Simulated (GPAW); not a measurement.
# Polarising NbGe2P4 monolayer with a field along the normal

The dipole of the cell at several fields, atoms fixed. What does the strongest field give, and what length does the slope stand for?

How it was computed: GPAW 26.7.0, plane waves (400 eV), PAW setups, PBE, 9×9 mesh, a dipole layer in the vacuum; geometry relaxed without an applied field with GPAW. The cell's area is 11.34 Å², and e/ε0 = 180.95 V Å.

What came out, but for one run:

```
field (V/Å)  dipole (e Å)
       −0.2       −0.1479
       −0.1       −0.0739
      −0.05       −0.0370
       0.05        0.0370
        0.1        0.0739
        0.2        0.1479
        0.3             ?
```

**Question.** What is the dipole at 0.3 V/Å?

**Working.** A line through the 6 points has the slope α = 0.739 e Å per V/Å and the intercept p₀ = 0.0000 e Å (r.m.s. residual 3.1e−05). At 0.3 V/Å it gives p = 0.0000 + 0.739 × 0.3 = 0.2218 e Å; the run gives 0.2218 e Å, so the response stays linear to 0.0 % of the induced part. Dividing by ε0 and the area: α/(ε0 A) = 0.739 × 180.95 / 11.34 = 11.80 Å, against 9.73 Å between the outer nuclei.

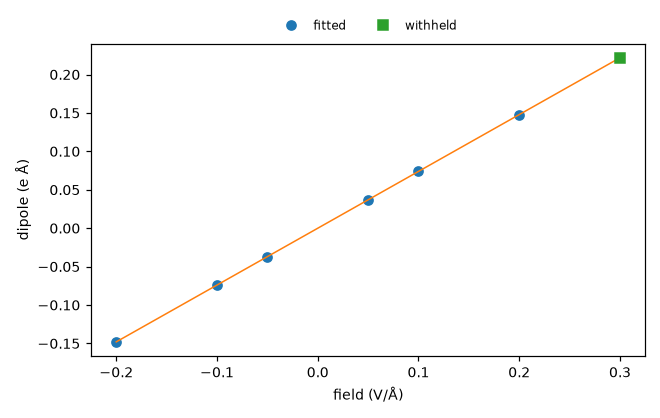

The line and the withheld run.

**Limits.** This is the electronic response alone; ions that move would add to it in polar layers. Spin-polarised runs started from parallel moments; another order may lie lower.

[Logs are printed without paths, hosts, clocks, repeated set-up lines and the standing remarks that a program may print on its own settings, such as how far it seeks lower states.]
